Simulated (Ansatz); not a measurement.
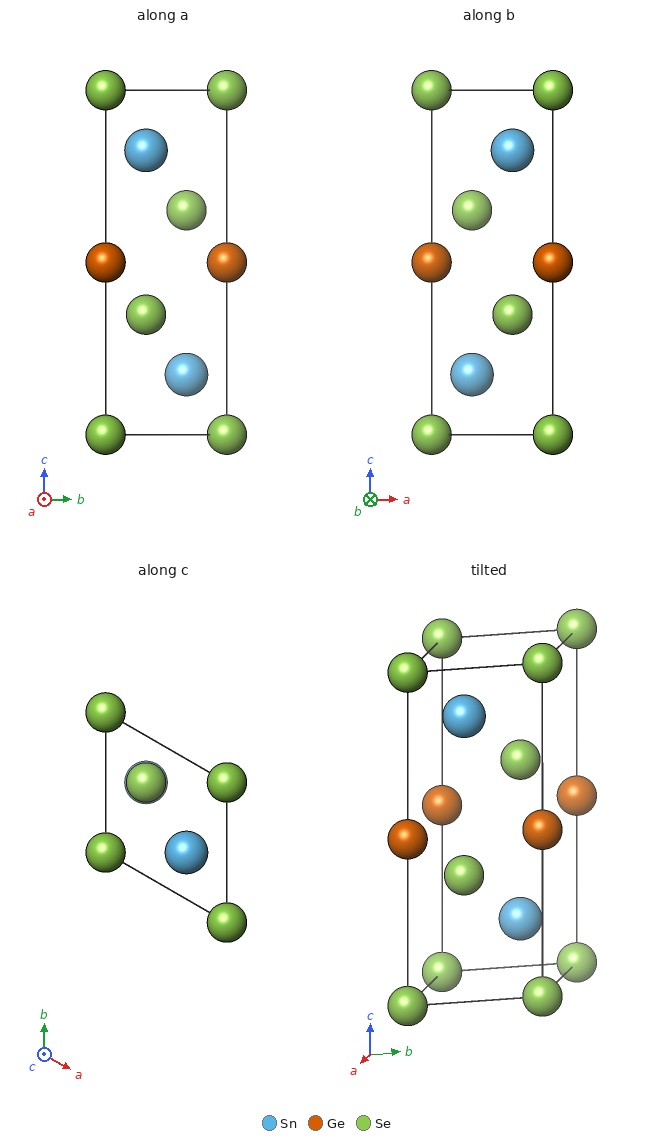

The image is a spheres-only drawing of a crystal, viewed along the a axis, along the b axis, along the c axis and slightly off an axis. The outline marks the conventional unit cell.

Lattice parameters: a = 4.1880 Å, b = 4.1880 Å, c = 10.2990 Å, α = 90.000°, β = 90.000°, γ = 120.000°.

Convert the drawing into a CIF with its space group and independent sites, with free fractional coordinates to two decimals.

```cif
data_structure
_symmetry_space_group_name_H-M 'P -3 m 1'
_symmetry_Int_Tables_number 164
_cell_length_a 4.1880
_cell_length_b 4.1880
_cell_length_c 10.2990
_cell_angle_alpha 90.000
_cell_angle_beta 90.000
_cell_angle_gamma 120.000
_cell_volume 156.44
loop_
_atom_site_label
_atom_site_type_symbol
_atom_site_symmetry_multiplicity
_atom_site_Wyckoff_symbol
_atom_site_fract_x
_atom_site_fract_y
_atom_site_fract_z
_atom_site_occupancy
Sn1 Sn 2 d 0.6667 0.3333 0.83 1
Ge1 Ge 1 b 0.00 0.00 0.50 1
Se1 Se 2 d 0.3333 0.6667 0.65 1
Se2 Se 1 a 0.00 0.00 0.00 1
```

It goes back to a structure type filled with these elements by a generator (whether the compound takes this form wasn't checked). Earlier steps of the study may have refined or changed the cell and positions. An electronic-structure calculation with Ansatz was run on it.

At this level of theory the cell isn't at rest (stretched, at -4 GPa), so its distances can differ from those at equilibrium, the more so the softer the solid.
